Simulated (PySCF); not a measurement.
**C3H7AlO: core binding energies at several levels of theory**

Aim: compute the core binding energies of C3H7AlO (`C=[CH][AlH][O]C`) at several levels, and see how far they spread and what each costs.

Computed with PySCF 2.14.0, with density-fitted response routines of our own, on a single molecule in the gas phase. Atoms count from 0, in the outputs and in this text.

## Step 1: The molecule as given

12 atoms, charge 0, multiplicity 1; geometry from: PBE0-D3(BJ)/def2-SVP.

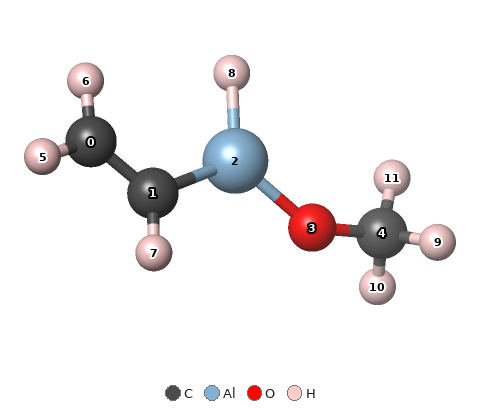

As it starts; carbon dark grey, aluminium light blue, oxygen red, hydrogen pink, atoms numbered.

## Step 2: X-ray photoelectron lines: SCAN, X2C

What the job is given:

```
{"job": {"kind": "xps"}, "charge": 0, "multiplicity": 1}
C     -2.917961     0.006023    -0.184981
C     -1.699283    -0.341981    -0.628909
Al    -0.127032     0.221622     0.349513
O      1.406025    -0.205954    -0.241275
C      2.749137    -0.066269     0.070951
H     -3.845153    -0.283746    -0.696630
H     -3.054349     0.605829     0.724998
H     -1.650229    -0.943646    -1.546789
H     -0.257325     1.072956     1.685282
H      3.221252    -1.053275     0.225003
H      3.293078     0.429578    -0.753004
H      2.921558     0.530391     0.987634
```

With the program's defaults for keys left out, this is: delta-SCF UKS SCAN, pcX-2 on the ionised atom, pcseg-1 elsewhere, spin-free X2C.

Started as:

```bash
$ OMP_NUM_THREADS=1 python probes_run.py task.json out
```

One launch serves the whole session: the jobs run in the order shown.

Standard output:

```text
ground state, core basis on atom 0 (C), 140 functions
  cycle   1  E = -436.40914905  |g| = 7.90e-01
  cycle   2  E = -435.81912193  |g| = 1.79e+00
  cycle   3  E = -436.52741346  |g| = 2.78e-01
  cycle   4  E = -436.54611942  |g| = 8.46e-02
  cycle   5  E = -436.54811300  |g| = 1.42e-02
  cycle   6  E = -436.54817171  |g| = 6.03e-03
  cycle   7  E = -436.54817743  |g| = 4.14e-03
  cycle   8  E = -436.54818356  |g| = 4.93e-04
  E(ground) = -436.58921677 Eh
hole in C 1s of atom 0
  cycle   1  E = -425.29130857  |g| = 1.50e+00
  cycle   2  E = -422.93716396  |g| = 2.29e+00
  cycle   3  E = -425.47856772  |g| = 8.76e-01
  cycle   4  E = -425.79255955  |g| = 4.23e-01
  cycle   5  E = -425.86023295  |g| = 1.66e-01
  cycle   6  E = -425.87139944  |g| = 4.50e-02
  cycle   7  E = -425.87290180  |g| = 1.13e-02
  cycle   8  E = -425.87297343  |g| = 1.04e-02
  cycle   9  E = -425.87303714  |g| = 3.14e-03
  cycle  10  E = -425.87305696  |g| = 2.77e-03
  cycle  11  E = -425.87306706  |g| = 1.49e-03
  cycle  12  E = -425.87306991  |g| = 4.53e-04
  E(ion) = -425.91244798 Eh   <S^2> = 0.8024   hole on atom = 1.000   binding energy = 290.530 eV
ground state, core basis on atom 1 (C), 140 functions
  cycle   1  E = -436.54955811  |g| = 6.21e-02
  cycle   2  E = -436.54870941  |g| = 6.25e-02
  cycle   3  E = -436.54932335  |g| = 4.02e-02
  cycle   4  E = -436.54978639  |g| = 2.58e-03
  cycle   5  E = -436.54978754  |g| = 9.12e-04
  cycle   6  E = -436.54978811  |g| = 2.80e-04
  E(ground) = -436.59086743 Eh
hole in C 1s of atom 1
  cycle   1  E = -425.31921927  |g| = 1.51e+00
  cycle   2  E = -422.99136455  |g| = 2.19e+00
  cycle   3  E = -425.45226578  |g| = 9.12e-01
  cycle   4  E = -425.83650226  |g| = 3.74e-01
  cycle   5  E = -425.88913843  |g| = 1.70e-01
  cycle   6  E = -425.90160751  |g| = 4.06e-02
  cycle   7  E = -425.90252250  |g| = 1.33e-02
  cycle   8  E = -425.90264728  |g| = 7.29e-03
  cycle   9  E = -425.90269593  |g| = 4.52e-03
  cycle  10  E = -425.90272392  |g| = 2.97e-03
  cycle  11  E = -425.90274682  |g| = 1.35e-03
  cycle  12  E = -425.90275254  |g| = 6.04e-04
  cycle  13  E = -425.90275417  |g| = 1.81e-04
  E(ion) = -425.94229448 Eh   <S^2> = 0.8069   hole on atom = 1.000   binding energy = 289.762 eV
ground state, core basis on atom 2 (Al), 151 functions
  cycle   1  E = -436.62296236  |g| = 2.42e-01
  cycle   2  E = -436.62270945  |g| = 5.76e-02
  cycle   3  E = -436.62137561  |g| = 8.30e-02
  cycle   4  E = -436.62322194  |g| = 2.04e-02
  cycle   5  E = -436.62332074  |g| = 1.58e-03
  cycle   6  E = -436.62332107  |g| = 3.42e-04
  E(ground) = -436.62737828 Eh
hole in Al 1s of atom 2
  cycle   1  E = -378.04839839  |g| = 3.97e+00
  cycle   2  E = -378.02214600  |g| = 2.08e+00
  cycle   3  E = -378.56308395  |g| = 8.93e-01
  cycle   4  E = -378.93692439  |g| = 4.74e-01
  cycle   5  E = -379.02100585  |g| = 2.12e-01
  cycle   6  E = -379.04234388  |g| = 7.84e-02
  cycle   7  E = -379.04473735  |g| = 4.32e-02
  cycle   8  E = -379.04567282  |g| = 1.18e-02
  cycle   9  E = -379.04575108  |g| = 2.84e-03
  cycle  10  E = -379.04575502  |g| = 1.23e-03
  cycle  11  E = -379.04575646  |g| = 2.31e-04
  E(ion) = -379.05248856 Eh   <S^2> = 0.7523   hole on atom = 1.000   binding energy = 1566.693 eV
hole in Al 2p of atom 2
  cycle   1  E = -433.38296497  |g| = 1.07e+00
  cycle   2  E = -433.17799696  |g| = 1.05e+00
  cycle   3  E = -433.53943264  |g| = 4.43e-01
  cycle   4  E = -433.64914924  |g| = 1.43e-01
  cycle   5  E = -433.65433042  |g| = 8.68e-02
  cycle   6  E = -433.65813636  |g| = 3.16e-02
  cycle   7  E = -433.65852997  |g| = 1.63e-02
  cycle   8  E = -433.65866898  |g| = 5.17e-03
  cycle   9  E = -433.65868494  |g| = 1.15e-03
  cycle  10  E = -433.65868448  |g| = 4.52e-04
  E(ion) = -433.66819554 Eh   <S^2> = 0.7548   hole on atom = 1.003   binding energy = 80.523 eV
  2p3/2 = 80.087 eV   2p1/2 = 80.635 eV
ground state, core basis on atom 3 (O), 140 functions
  cycle   1  E = -436.58017566  |g| = 9.92e-02
  cycle   2  E = -436.57925341  |g| = 8.25e-02
  cycle   3  E = -436.57970095  |g| = 6.61e-02
  cycle   4  E = -436.58046749  |g| = 3.32e-03
  cycle   5  E = -436.58046923  |g| = 1.47e-03
  cycle   6  E = -436.58046742  |g| = 3.42e-04
  E(ground) = -436.61889115 Eh
hole in O 1s of atom 3
  cycle   1  E = -415.99923080  |g| = 2.23e+00
  cycle   2  E = -415.53289037  |g| = 2.21e+00
  cycle   3  E = -416.76627688  |g| = 4.18e-01
  cycle   4  E = -416.77702579  |g| = 2.83e-01
  cycle   5  E = -416.82776633  |g| = 7.89e-02
  cycle   6  E = -416.83092297  |g| = 3.41e-02
  cycle   7  E = -416.83156789  |g| = 5.79e-03
  cycle   8  E = -416.83158574  |g| = 2.27e-03
  cycle   9  E = -416.83158785  |g| = 8.49e-04
  cycle  10  E = -416.83158934  |g| = 1.77e-04
  E(ion) = -416.87086833 Eh   <S^2> = 0.7617   hole on atom = 1.000   binding energy = 537.371 eV
ground state, core basis on atom 4 (C), 140 functions
  cycle   1  E = -436.54743294  |g| = 9.31e-02
  cycle   2  E = -436.54418632  |g| = 1.50e-01
  cycle   3  E = -436.54839507  |g| = 2.09e-02
  cycle   4  E = -436.54847785  |g| = 3.48e-03
  cycle   5  E = -436.54848080  |g| = 2.07e-03
  cycle   6  E = -436.54848212  |g| = 3.09e-04
  E(ground) = -436.58885153 Eh
hole in C 1s of atom 4
  cycle   1  E = -425.26258459  |g| = 1.49e+00
  cycle   2  E = -422.29118471  |g| = 2.47e+00
  cycle   3  E = -423.69000288  |g| = 1.81e+00
  cycle   4  E = -425.74415319  |g| = 4.11e-01
  cycle   5  E = -425.77697484  |g| = 2.81e-01
  cycle   6  E = -425.80588517  |g| = 9.66e-02
  cycle   7  E = -425.81057353  |g| = 3.29e-02
  cycle   8  E = -425.81107649  |g| = 1.69e-02
  cycle   9  E = -425.81125231  |g| = 2.55e-03
  cycle  10  E = -425.81125703  |g| = 1.22e-03
  cycle  11  E = -425.81125922  |g| = 4.50e-04
  E(ion) = -425.85122080 Eh   <S^2> = 0.7707   hole on atom = 1.000   binding energy = 292.186 eV
```

It took 34 s on 1 thread of Arm Neoverse V1, shared host; peak memory 0.48 GiB.

Binding energies by hole, beside the orbital energy of the ground state; the difference holds orbital relaxation and, for a density functional, its self-interaction error:

```tsv
hole	stands for	environment	ΔSCF (eV; 2p as the shell's mean)	−ε (eV)	⟨S²⟩
C1s on C0	C0	terminal =CH2 carbon	290.53	274.0	0.802
C1s on C1	C1	alkene CH	289.76	273.2	0.807
Al1s on Al2	Al2	aluminium bonded to C, O, H	1566.69	1517.8	0.752
Al2p on Al2	Al2	aluminium bonded to C, O, H	80.27	70.4	0.755
O1s on O3	O3	oxygen bonded to C, Al	537.37	516.0	0.762
C1s on C4	C4	methyl carbon bonded to O	292.19	274.8	0.771
```

With the spin-orbit splitting: Al2 2p3/2 80.09, 2p1/2 80.64 eV. The table gives each 2p level as the mean over the whole 2p shell (two parts 2p3/2, one part 2p1/2), which differs a little from the single hole in the log.

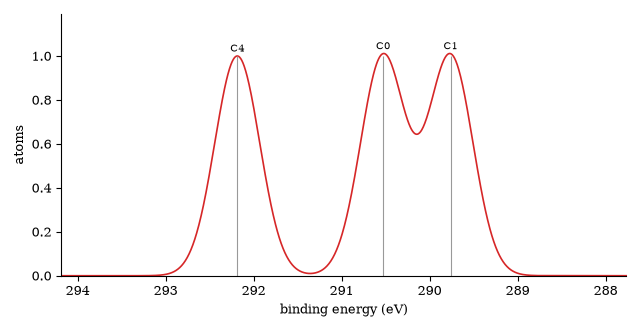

The C1s photoelectron lines, weighted by the number of atoms. Lines are broadened to a width of 0.60 eV (Gaussian).

## Step 3: X-ray photoelectron lines: B3LYP, X2C

The job, as its differences from that of step 2:

```diff
@@ -1,2 +1,2 @@
-{"job": {"kind": "xps"}, "charge": 0, "multiplicity": 1}
+{"job": {"kind": "xps", "xc": "B3LYP"}, "charge": 0, "multiplicity": 1}
 C     -2.917961     0.006023    -0.184981
```

Level: delta-SCF UKS B3LYP, pcX-2 on the ionised atom, pcseg-1 elsewhere, spin-free X2C.

Standard output:

```text
ground state, core basis on atom 0 (C), 140 functions
  cycle   1  E = -436.56843929  |g| = 7.72e-01
  cycle   2  E = -436.18078832  |g| = 1.56e+00
  cycle   3  E = -436.68611120  |g| = 1.71e-01
  cycle   4  E = -436.69233426  |g| = 6.99e-02
  cycle   5  E = -436.69365712  |g| = 7.19e-03
  cycle   6  E = -436.69367063  |g| = 3.54e-03
  cycle   7  E = -436.69367237  |g| = 1.02e-03
  cycle   8  E = -436.69367288  |g| = 1.83e-04
  E(ground) = -436.69342557 Eh
hole in C 1s of atom 0
  cycle   1  E = -425.44000322  |g| = 1.51e+00
  cycle   2  E = -423.49725756  |g| = 2.14e+00
  cycle   3  E = -425.67209272  |g| = 8.24e-01
  cycle   4  E = -425.96031586  |g| = 3.37e-01
  cycle   5  E = -426.00539512  |g| = 1.19e-01
  cycle   6  E = -426.01126330  |g| = 3.02e-02
  cycle   7  E = -426.01170344  |g| = 1.01e-02
  cycle   8  E = -426.01177880  |g| = 2.83e-03
  cycle   9  E = -426.01179249  |g| = 1.45e-03
  cycle  10  E = -426.01179779  |g| = 1.21e-03
  cycle  11  E = -426.01180006  |g| = 5.11e-04
  cycle  12  E = -426.01179956  |g| = 1.13e-04
  E(ion) = -426.01156611 Eh   <S^2> = 0.7745   hole on atom = 1.000   binding energy = 290.668 eV
ground state, core basis on atom 1 (C), 140 functions
  cycle   1  E = -436.69476895  |g| = 4.28e-02
  cycle   2  E = -436.69464396  |g| = 2.71e-02
  cycle   3  E = -436.69467227  |g| = 2.49e-02
  cycle   4  E = -436.69483343  |g| = 2.77e-03
  cycle   5  E = -436.69483605  |g| = 2.38e-04
  E(ground) = -436.69461580 Eh
hole in C 1s of atom 1
  cycle   1  E = -425.46701644  |g| = 1.51e+00
  cycle   2  E = -423.25323045  |g| = 2.16e+00
  cycle   3  E = -425.66110369  |g| = 8.53e-01
  cycle   4  E = -425.99177482  |g| = 3.27e-01
  cycle   5  E = -426.03440719  |g| = 1.25e-01
  cycle   6  E = -426.04107225  |g| = 3.22e-02
  cycle   7  E = -426.04145133  |g| = 1.25e-02
  cycle   8  E = -426.04155421  |g| = 3.58e-03
  cycle   9  E = -426.04157136  |g| = 2.52e-03
  cycle  10  E = -426.04158370  |g| = 1.01e-03
  cycle  11  E = -426.04158780  |g| = 3.92e-04
  E(ion) = -426.04140496 Eh   <S^2> = 0.7744   hole on atom = 1.000   binding energy = 289.889 eV
ground state, core basis on atom 2 (Al), 151 functions
  cycle   1  E = -436.74078264  |g| = 1.38e-01
  cycle   2  E = -436.74088769  |g| = 3.40e-02
  cycle   3  E = -436.74093736  |g| = 2.06e-02
  cycle   4  E = -436.74099984  |g| = 6.99e-03
  cycle   5  E = -436.74101171  |g| = 1.30e-03
  cycle   6  E = -436.74101336  |g| = 9.36e-05
  E(ground) = -436.74091112 Eh
hole in Al 1s of atom 2
  cycle   1  E = -378.19271620  |g| = 4.02e+00
  cycle   2  E = -378.36667378  |g| = 1.99e+00
  cycle   3  E = -378.89122042  |g| = 7.54e-01
  cycle   4  E = -379.12828333  |g| = 4.11e-01
  cycle   5  E = -379.19476163  |g| = 1.44e-01
  cycle   6  E = -379.20409717  |g| = 4.40e-02
  cycle   7  E = -379.20495443  |g| = 1.60e-02
  cycle   8  E = -379.20506728  |g| = 5.61e-03
  cycle   9  E = -379.20508522  |g| = 6.97e-04
  cycle  10  E = -379.20508495  |g| = 3.40e-04
  E(ion) = -379.20497739 Eh   <S^2> = 0.7519   hole on atom = 1.000   binding energy = 1565.633 eV
hole in Al 2p of atom 2
  cycle   1  E = -433.50848383  |g| = 1.08e+00
  cycle   2  E = -433.45034633  |g| = 9.25e-01
  cycle   3  E = -433.71805669  |g| = 3.38e-01
  cycle   4  E = -433.77676255  |g| = 9.97e-02
  cycle   5  E = -433.77958617  |g| = 5.42e-02
  cycle   6  E = -433.78102946  |g| = 1.38e-02
  cycle   7  E = -433.78111840  |g| = 4.38e-03
  cycle   8  E = -433.78112848  |g| = 1.31e-03
  cycle   9  E = -433.78113018  |g| = 4.07e-04
  E(ion) = -433.78102670 Eh   <S^2> = 0.7536   hole on atom = 1.003   binding energy = 80.543 eV
  2p3/2 = 80.261 eV   2p1/2 = 80.713 eV
ground state, core basis on atom 3 (O), 140 functions
  cycle   1  E = -436.72393361  |g| = 6.67e-02
  cycle   2  E = -436.72381832  |g| = 3.50e-02
  cycle   3  E = -436.72378206  |g| = 3.85e-02
  cycle   4  E = -436.72403948  |g| = 2.24e-03
  cycle   5  E = -436.72404059  |g| = 5.62e-04
  cycle   6  E = -436.72404107  |g| = 1.48e-04
  E(ground) = -436.72394090 Eh
hole in O 1s of atom 3
  cycle   1  E = -416.15783584  |g| = 2.24e+00
  cycle   2  E = -415.82452817  |g| = 2.16e+00
  cycle   3  E = -416.95345359  |g| = 3.09e-01
  cycle   4  E = -416.97234605  |g| = 1.42e-01
  cycle   5  E = -416.98326781  |g| = 4.13e-02
  cycle   6  E = -416.98402930  |g| = 1.49e-02
  cycle   7  E = -416.98414871  |g| = 2.28e-03
  cycle   8  E = -416.98415126  |g| = 8.45e-04
  cycle   9  E = -416.98415140  |g| = 2.64e-04
  E(ion) = -416.98412151 Eh   <S^2> = 0.7568   hole on atom = 1.000   binding energy = 537.148 eV
ground state, core basis on atom 4 (C), 140 functions
  cycle   1  E = -436.69301453  |g| = 6.45e-02
  cycle   2  E = -436.69211453  |g| = 8.68e-02
  cycle   3  E = -436.69342412  |g| = 1.60e-02
  cycle   4  E = -436.69346608  |g| = 5.89e-03
  cycle   5  E = -436.69347423  |g| = 4.36e-04
  E(ground) = -436.69329159 Eh
hole in C 1s of atom 4
  cycle   1  E = -425.41073433  |g| = 1.50e+00
  cycle   2  E = -422.65849620  |g| = 2.41e+00
  cycle   3  E = -425.35742267  |g| = 1.09e+00
  cycle   4  E = -425.88964519  |g| = 3.99e-01
  cycle   5  E = -425.94252859  |g| = 1.62e-01
  cycle   6  E = -425.95144756  |g| = 5.50e-02
  cycle   7  E = -425.95309181  |g| = 1.29e-02
  cycle   8  E = -425.95315268  |g| = 7.44e-03
  cycle   9  E = -425.95318459  |g| = 1.31e-03
  cycle  10  E = -425.95318539  |g| = 4.67e-04
  E(ion) = -425.95301198 Eh   <S^2> = 0.7606   hole on atom = 1.000   binding energy = 292.258 eV
```

It took 42 s on 1 thread of Arm Neoverse V1, shared host; peak memory 0.55 GiB.

Binding energies by hole, beside the orbital energy of the ground state; the difference holds orbital relaxation and, for a density functional, its self-interaction error:

```tsv
hole	stands for	environment	ΔSCF (eV; 2p as the shell's mean)	−ε (eV)	⟨S²⟩
C1s on C0	C0	terminal =CH2 carbon	290.67	277.3	0.775
C1s on C1	C1	alkene CH	289.89	276.6	0.774
Al1s on Al2	Al2	aluminium bonded to C, O, H	1565.63	1527.0	0.752
Al2p on Al2	Al2	aluminium bonded to C, O, H	80.41	72.6	0.754
O1s on O3	O3	oxygen bonded to C, Al	537.15	520.2	0.757
C1s on C4	C4	methyl carbon bonded to O	292.26	278.1	0.761
```

With the spin-orbit splitting: Al2 2p3/2 80.26, 2p1/2 80.71 eV. The table gives each 2p level as the mean over the whole 2p shell (two parts 2p3/2, one part 2p1/2), which differs a little from the single hole in the log.

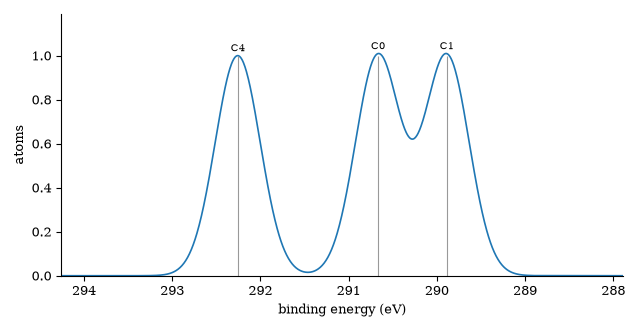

The C1s photoelectron lines, weighted by the number of atoms. Lines are broadened to a width of 0.60 eV (Gaussian).

## Step 4: X-ray photoelectron lines: PBE0, X2C

The job, as its differences from that of step 3:

```diff
@@ -1,2 +1,2 @@
-{"job": {"kind": "xps", "xc": "B3LYP"}, "charge": 0, "multiplicity": 1}
+{"job": {"kind": "xps", "xc": "PBE0"}, "charge": 0, "multiplicity": 1}
 C     -2.917961     0.006023    -0.184981
```

Level: delta-SCF UKS PBE0, pcX-2 on the ionised atom, pcseg-1 elsewhere, spin-free X2C.

Standard output:

```text
ground state, core basis on atom 0 (C), 140 functions
  cycle   1  E = -436.20778471  |g| = 7.01e-01
  cycle   2  E = -435.98116481  |g| = 1.26e+00
  cycle   3  E = -436.30673951  |g| = 1.23e-01
  cycle   4  E = -436.30988869  |g| = 4.95e-02
  cycle   5  E = -436.31055633  |g| = 4.50e-03
  cycle   6  E = -436.31056132  |g| = 1.79e-03
  cycle   7  E = -436.31056264  |g| = 7.03e-04
  cycle   8  E = -436.31056129  |g| = 1.12e-04
  E(ground) = -436.31042131 Eh
hole in C 1s of atom 0
  cycle   1  E = -425.07687888  |g| = 1.51e+00
  cycle   2  E = -423.31894823  |g| = 2.03e+00
  cycle   3  E = -425.33252690  |g| = 7.92e-01
  cycle   4  E = -425.60605563  |g| = 2.98e-01
  cycle   5  E = -425.64288272  |g| = 1.10e-01
  cycle   6  E = -425.64801487  |g| = 2.55e-02
  cycle   7  E = -425.64833556  |g| = 9.76e-03
  cycle   8  E = -425.64841789  |g| = 3.24e-03
  cycle   9  E = -425.64844666  |g| = 1.91e-03
  cycle  10  E = -425.64846054  |g| = 1.56e-03
  cycle  11  E = -425.64846405  |g| = 5.26e-04
  cycle  12  E = -425.64846541  |g| = 1.24e-04
  E(ion) = -425.64832809 Eh   <S^2> = 0.7869   hole on atom = 1.000   binding energy = 290.130 eV
ground state, core basis on atom 1 (C), 140 functions
  cycle   1  E = -436.31211586  |g| = 5.90e-02
  cycle   2  E = -436.31198605  |g| = 2.81e-02
  cycle   3  E = -436.31192390  |g| = 3.19e-02
  cycle   4  E = -436.31219221  |g| = 9.87e-04
  cycle   5  E = -436.31219319  |g| = 2.30e-04
  E(ground) = -436.31207259 Eh
hole in C 1s of atom 1
  cycle   1  E = -425.10262757  |g| = 1.51e+00
  cycle   2  E = -423.06186009  |g| = 2.06e+00
  cycle   3  E = -425.32114905  |g| = 8.21e-01
  cycle   4  E = -425.63466347  |g| = 2.96e-01
  cycle   5  E = -425.67132817  |g| = 1.16e-01
  cycle   6  E = -425.67736267  |g| = 2.78e-02
  cycle   7  E = -425.67767667  |g| = 1.16e-02
  cycle   8  E = -425.67778223  |g| = 4.03e-03
  cycle   9  E = -425.67781782  |g| = 3.12e-03
  cycle  10  E = -425.67784310  |g| = 1.33e-03
  cycle  11  E = -425.67785119  |g| = 4.48e-04
  E(ion) = -425.67772274 Eh   <S^2> = 0.7869   hole on atom = 1.000   binding energy = 289.375 eV
ground state, core basis on atom 2 (Al), 151 functions
  cycle   1  E = -436.35823599  |g| = 1.78e-01
  cycle   2  E = -436.35830541  |g| = 2.90e-02
  cycle   3  E = -436.35828582  |g| = 2.65e-02
  cycle   4  E = -436.35843180  |g| = 7.12e-03
  cycle   5  E = -436.35844432  |g| = 1.19e-03
  cycle   6  E = -436.35844633  |g| = 8.59e-05
  E(ground) = -436.35840821 Eh
hole in Al 1s of atom 2
  cycle   1  E = -377.83904253  |g| = 4.02e+00
  cycle   2  E = -378.18174423  |g| = 1.84e+00
  cycle   3  E = -378.62166975  |g| = 6.55e-01
  cycle   4  E = -378.79703804  |g| = 3.49e-01
  cycle   5  E = -378.84670520  |g| = 1.06e-01
  cycle   6  E = -378.85190352  |g| = 3.02e-02
  cycle   7  E = -378.85230883  |g| = 1.05e-02
  cycle   8  E = -378.85235770  |g| = 3.78e-03
  cycle   9  E = -378.85236644  |g| = 5.00e-04
  cycle  10  E = -378.85236588  |g| = 2.49e-04
  E(ion) = -378.85232537 Eh   <S^2> = 0.7520   hole on atom = 1.000   binding energy = 1564.820 eV
hole in Al 2p of atom 2
  cycle   1  E = -433.13675195  |g| = 1.07e+00
  cycle   2  E = -433.15011516  |g| = 8.35e-01
  cycle   3  E = -433.36209560  |g| = 2.94e-01
  cycle   4  E = -433.40586998  |g| = 8.43e-02
  cycle   5  E = -433.40806256  |g| = 4.19e-02
  cycle   6  E = -433.40893539  |g| = 1.02e-02
  cycle   7  E = -433.40898553  |g| = 3.09e-03
  cycle   8  E = -433.40899072  |g| = 1.25e-03
  cycle   9  E = -433.40899173  |g| = 3.98e-04
  E(ion) = -433.40895330 Eh   <S^2> = 0.7548   hole on atom = 1.003   binding energy = 80.259 eV
  2p3/2 = 79.977 eV   2p1/2 = 80.428 eV
ground state, core basis on atom 3 (O), 140 functions
  cycle   1  E = -436.34173358  |g| = 9.01e-02
  cycle   2  E = -436.34165272  |g| = 3.17e-02
  cycle   3  E = -436.34152929  |g| = 4.18e-02
  cycle   4  E = -436.34183379  |g| = 1.76e-03
  cycle   5  E = -436.34183529  |g| = 4.14e-04
  E(ground) = -436.34180686 Eh
hole in O 1s of atom 3
  cycle   1  E = -415.79074429  |g| = 2.24e+00
  cycle   2  E = -415.58275729  |g| = 2.05e+00
  cycle   3  E = -416.59498889  |g| = 2.83e-01
  cycle   4  E = -416.61316103  |g| = 1.11e-01
  cycle   5  E = -416.61945910  |g| = 3.50e-02
  cycle   6  E = -416.62002311  |g| = 1.11e-02
  cycle   7  E = -416.62008873  |g| = 1.99e-03
  cycle   8  E = -416.62009105  |g| = 7.54e-04
  cycle   9  E = -416.62009084  |g| = 2.85e-04
  E(ion) = -416.62016516 Eh   <S^2> = 0.7580   hole on atom = 1.000   binding energy = 536.653 eV
ground state, core basis on atom 4 (C), 140 functions
  cycle   1  E = -436.30989986  |g| = 8.10e-02
  cycle   2  E = -436.30890299  |g| = 9.40e-02
  cycle   3  E = -436.31041489  |g| = 2.18e-02
  cycle   4  E = -436.31050133  |g| = 4.66e-03
  cycle   5  E = -436.31050598  |g| = 4.45e-04
  E(ground) = -436.31040451 Eh
hole in C 1s of atom 4
  cycle   1  E = -425.05153422  |g| = 1.50e+00
  cycle   2  E = -423.62140845  |g| = 2.07e+00
  cycle   3  E = -425.40960699  |g| = 6.05e-01
  cycle   4  E = -425.55477009  |g| = 3.17e-01
  cycle   5  E = -425.59013858  |g| = 8.00e-02
  cycle   6  E = -425.59234554  |g| = 2.79e-02
  cycle   7  E = -425.59273346  |g| = 6.87e-03
  cycle   8  E = -425.59276524  |g| = 3.53e-03
  cycle   9  E = -425.59277252  |g| = 2.07e-03
  cycle  10  E = -425.59277517  |g| = 5.72e-04
  cycle  11  E = -425.59277574  |g| = 1.21e-04
  E(ion) = -425.59270807 Eh   <S^2> = 0.7642   hole on atom = 1.000   binding energy = 291.643 eV
```

Wall time 41 s (1 thread of Arm Neoverse V1, shared host); peak memory 0.55 GiB.

Binding energies by hole, beside the orbital energy of the ground state; the difference holds orbital relaxation and, for a density functional, its self-interaction error:

```tsv
hole	stands for	environment	ΔSCF (eV; 2p as the shell's mean)	−ε (eV)	⟨S²⟩
C1s on C0	C0	terminal =CH2 carbon	290.13	278.7	0.787
C1s on C1	C1	alkene CH	289.38	278.0	0.787
Al1s on Al2	Al2	aluminium bonded to C, O, H	1564.82	1530.5	0.752
Al2p on Al2	Al2	aluminium bonded to C, O, H	80.13	73.3	0.755
O1s on O3	O3	oxygen bonded to C, Al	536.65	522.4	0.758
C1s on C4	C4	methyl carbon bonded to O	291.64	279.4	0.764
```

With the spin-orbit splitting: Al2 2p3/2 79.98, 2p1/2 80.43 eV. The table gives each 2p level as the mean over the whole 2p shell (two parts 2p3/2, one part 2p1/2), which differs a little from the single hole in the log.

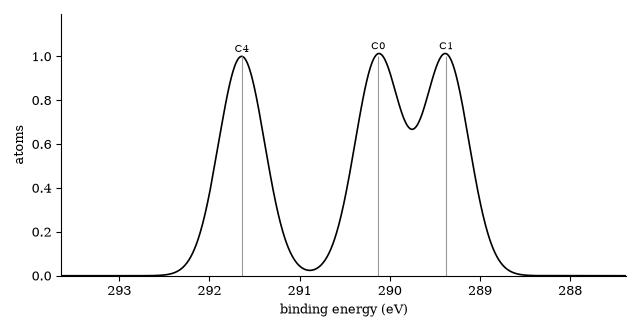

The C1s photoelectron lines, weighted by the number of atoms. Lines are broadened to a width of 0.60 eV (Gaussian).

(Part 1 of 3 ends here.)
